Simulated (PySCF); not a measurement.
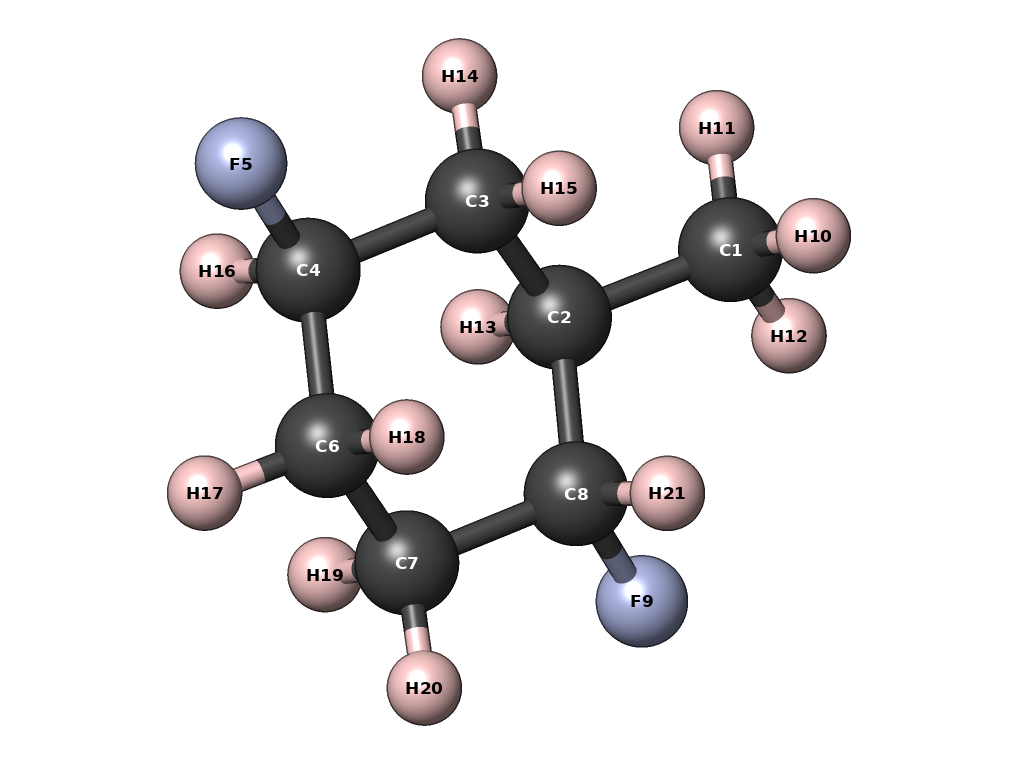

Every bond is drawn as one stick. Computed geometry: GFN2-xTB optimisation. No frequency run is at hand to confirm it as a minimum. Method: PBE0/pcSseg-1 (PySCF 2.14.0).

List the Mayer bond orders of C1–C2, C2–C3, C2–C8, C3–C4, C4–F5, C4–C6, C6–C7, C7–C8, C8–F9 (bonds between heavy atoms, one of each equivalent set).

| bond | Mayer order | length (Å) |
| --- | --- | --- |
| C1–C2 | 1.04 | 1.526 |
| C2–C3 | 0.98 | 1.529 |
| C2–C8 | 0.96 | 1.531 |
| C3–C4 | 1.02 | 1.524 |
| C4–F5 | 0.86 | 1.384 |
| C4–C6 | 1.01 | 1.524 |
| C6–C7 | 1.02 | 1.523 |
| C7–C8 | 1.02 | 1.525 |
| C8–F9 | 0.85 | 1.384 |
